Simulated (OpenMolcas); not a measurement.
## SiHClF2 (SMILES F[SiH](F)Cl): the vertical energy of the triplet above the singlet, rung by rung

SiHClF2: 5 atoms, total charge 0, spin state singlet. SMILES: `F[SiH](F)Cl`. Geometry: relaxed at PBE0-D4/def2-TZVP.

Each level gives the vertical energy of the triplet above the singlet (eV). The values are calculated.

```csv
level,kind,program,value (eV)
HF/6-311+G**,Hartree–Fock,OpenMolcas,8.71
SVWN5/6-311+G**,LDA,OpenMolcas,8.01
BLYP/6-311+G**,GGA,OpenMolcas,7.97
revPBE/6-311+G**,GGA,OpenMolcas,8.01
M06-L/6-311+G**,meta-GGA,OpenMolcas,8.69
r2SCAN/6-311+G**,meta-GGA,OpenMolcas,8.50
BHLYP/6-311+G**,global hybrid,OpenMolcas,8.72
M06-2X/6-311+G**,hybrid meta-GGA,OpenMolcas,8.84
```

The values span 7.97 to 8.84 eV.

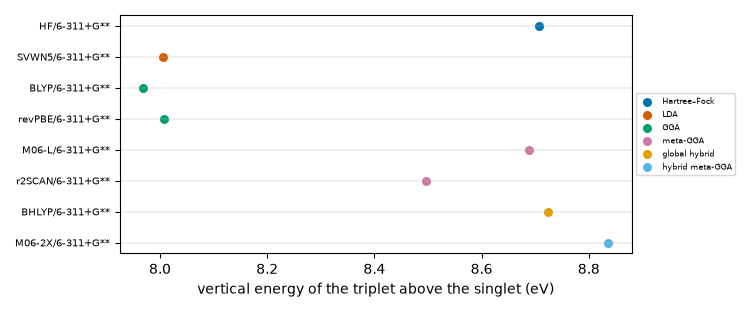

The values of the table, level by level.
